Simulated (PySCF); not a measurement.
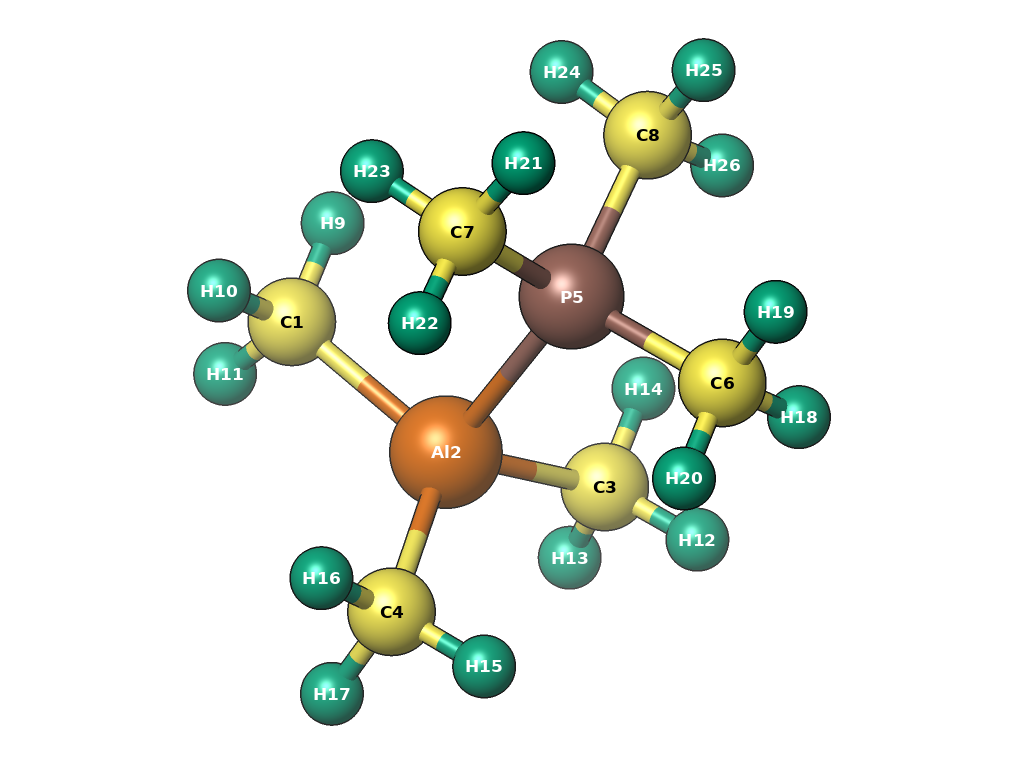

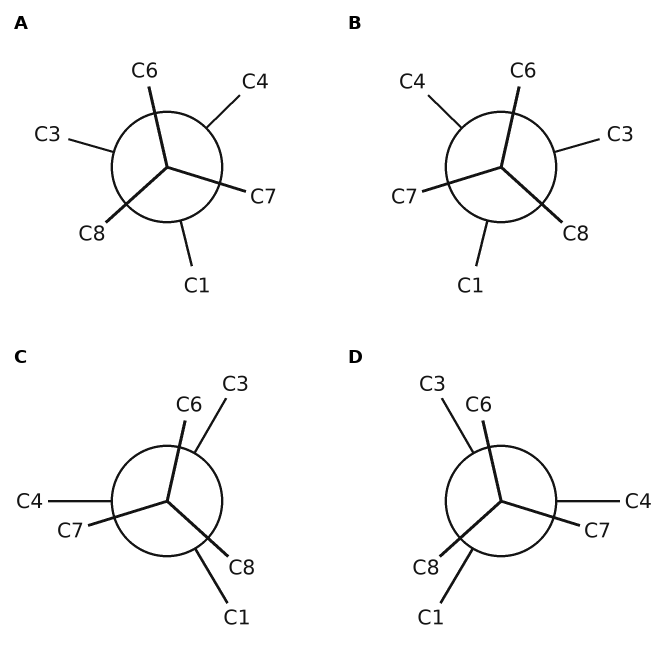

Atoms fade into the background with distance from the viewer. Bonds that would overlap in a projection are set slightly apart. Computed geometry: PBE0-D3(BJ)/def2-SVP optimisation. No frequency run is at hand to confirm it as a minimum.

Which Newman projection shows the view along P5–Al2, with P5 in front?

Answer. A. The torsion angle C6–P5–Al2–C1 is 179°, antiperiplanar (anti).
